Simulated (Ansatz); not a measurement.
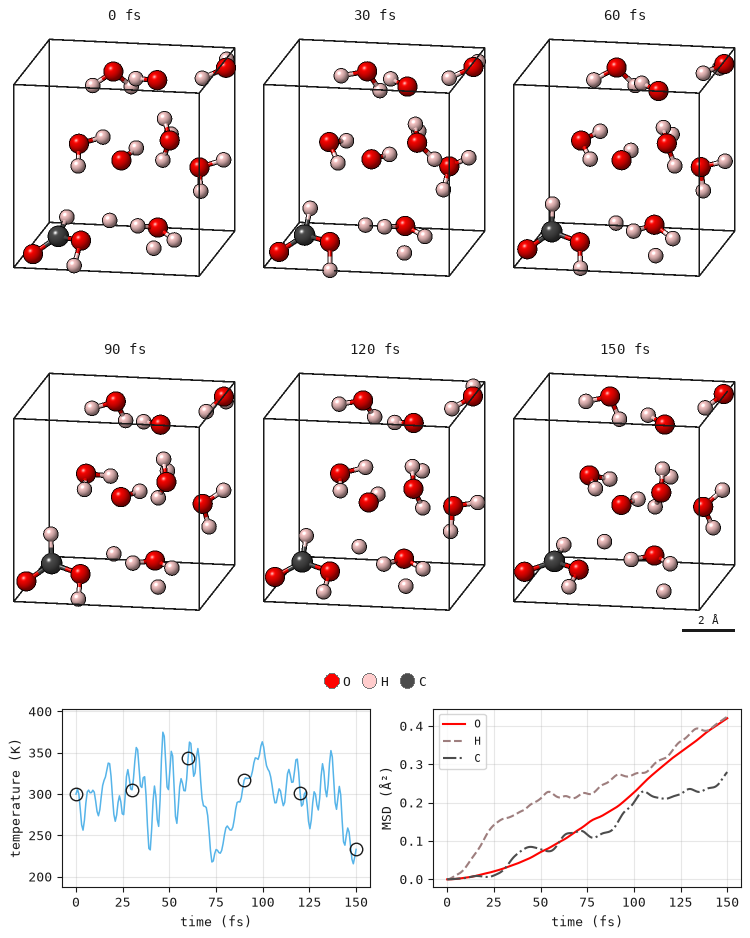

First-principles dynamics of a periodic cell with 8 H2O + 1 HCOOH at 0.802 g/cm³, 150 fs long. It starts from the last geometry of an earlier run, with fresh velocities. Frames and the history of the run. Style: ball-and-stick. Shown: the simulation cell, slightly off an axis.

All numbers below come from Ansatz 0.2.0, DFT PBE, scalar-relativistic, plane waves, PAW. Settings: plane-wave cutoff 420 eV; k-point mesh 1 × 1 × 1; Fermi-Dirac smearing 0.02 eV; Nosé-Hoover thermostat (NVT); set temperature 300 K; time step 0.75 fs; thermostat time 10.0 fs.

Input file:
```yaml
crystal:
  lattice:
    - [7.330417, 0.0, 0.0]
    - [0.0, 7.330417, 0.0]
    - [0.0, 0.0, 7.330417]
  atoms:
    - { symbol: O, position: [0.65524786, 0.61507079, 0.9028755] }
    - { symbol: H, position: [0.52887893, 0.67321209, 0.89101086] }
    - { symbol: H, position: [0.65540649, 0.51935055, 1.00833085] }
    - { symbol: O, position: [0.9930453, 0.79013731, 0.94335017] }
    - { symbol: H, position: [0.97030369, 0.92714918, 0.95493917] }
    - { symbol: H, position: [0.87521255, 0.73978966, 0.89297328] }
    - { symbol: O, position: [0.8224913, 0.93246431, 0.35589249] }
    - { symbol: H, position: [0.94892879, 0.95321865, 0.39810364] }
    - { symbol: H, position: [0.84235847, 0.86407673, 0.24380475] }
    - { symbol: O, position: [0.71629, 0.31720401, 0.17378307] }
    - { symbol: H, position: [0.81921234, 0.2426632, 0.12928622] }
    - { symbol: H, position: [0.6244882, 0.22967559, 0.20035038] }
    - { symbol: O, position: [0.78020528, 0.31556234, 0.65354046] }
    - { symbol: H, position: [0.73468561, 0.40796281, 0.74711998] }
    - { symbol: H, position: [0.73652975, 0.35103157, 0.53507661] }
    - { symbol: O, position: [0.18677481, 0.85609947, 0.47364429] }
    - { symbol: H, position: [0.19963957, 0.76765536, 0.37508712] }
    - { symbol: H, position: [0.30359641, 0.92314743, 0.49918367] }
    - { symbol: O, position: [0.3684148, 0.87808157, 0.87152276] }
    - { symbol: H, position: [0.45192314, 0.94563013, 0.77661142] }
    - { symbol: H, position: [0.26427051, 0.83791414, 0.80022545] }
    - { symbol: O, position: [0.57734656, 0.01351616, 0.60934538] }
    - { symbol: H, position: [0.63593077, 0.12807062, 0.65144701] }
    - { symbol: H, position: [0.66498677, -0.04300955, 0.52389062] }
    - { symbol: O, position: [0.34181091, 0.10435303, 0.13701577] }
    - { symbol: C, position: [0.19985103, 0.20772699, 0.1284376] }
    - { symbol: O, position: [0.06766371, 0.18312415, 0.03114259] }
    - { symbol: H, position: [0.32470597, 0.00120424, 0.02555076] }
    - { symbol: H, position: [0.22053073, 0.34017641, 0.20236625] }
basis:
  ecutwfc: 420.0
kpoints:
  mp_grid: { grid: [1, 1, 1] }
hamiltonian:
  xc: pbe
scf:
  occupations: { method: fermi_dirac, width: 0.02 }
  lower_state_search: "off"
  max_iter: 92
md:
  timestep: 0.75
  n_steps: 200
  ensemble: nvt_nose_hoover
  temperature: 300.0
  initial_velocities: maxwell_boltzmann
  seed: 694231
  nose_hoover: { tau: 10.0, chain_length: 1 }
```

Run as
```bash
ansatz run input.yaml --threads 1 --pin off --max-ram 3072MiB --backend cpu --events-out ev --progress --plain --runs-dir out
```

What happens in this trajectory?

Answer. In the second half of the run the atoms are, in the root-mean-square, this far from where they began (common drift taken out): H 0.56 Å, O 0.53 Å, C 0.45 Å. The heavy atoms stay within a fraction of a molecule's size of their starting places; so short a run doesn't tell a liquid from a solid. Over the second half the temperature averages 295 K (spread ±36 K). The potential energy in the second half lies on average 4.0 meV per atom below the first frame. The thermostat's time constant is so short that it disturbs the motion.

Limits of the set-up: the periodic images lie only 7.3 Å apart, so the values are limited by the cell's size.
